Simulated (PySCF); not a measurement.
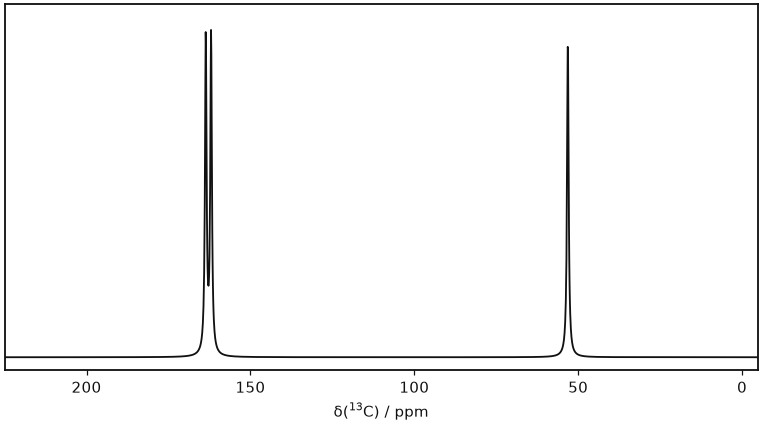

GIAO shifts, PBE0/pcSseg-1 in PySCF 2.14.0, at a GFN2-xTB geometry (no frequency check), against TMS for ¹³C computed at the same level. Gas phase, fully decoupled, line heights follow the number of nuclei, widths are arbitrary (no quadrupolar broadening); values of one conformer, averaged over methyl-type rotors and exact or near symmetry; other conformers aren't averaged in.

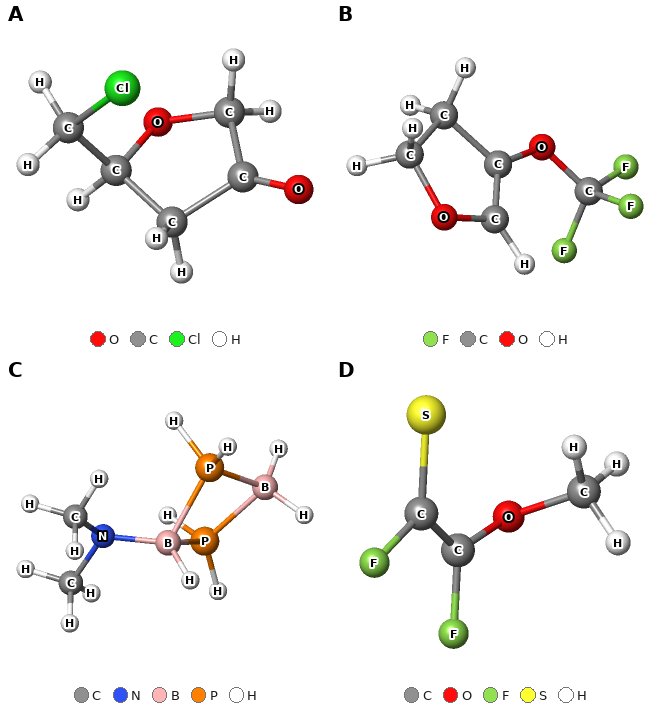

Which structure fits the spectrum? The candidates are drawn in the second picture. Charge and spin: A neutral singlet; B neutral singlet; C neutral singlet; D −1 singlet.

Answer. Structure D, C₃H₃F₂OS⁻, SMILES CO/C(F)=C(/F)[S-]. Its ¹³C signals: 163.6 (1 C), 162.0 (1 C), 53.1 (1 C) ppm.

Note: the tight-binding geometry is rougher than a DFT one and adds to the error; an anion in a basis that has no diffuse functions.
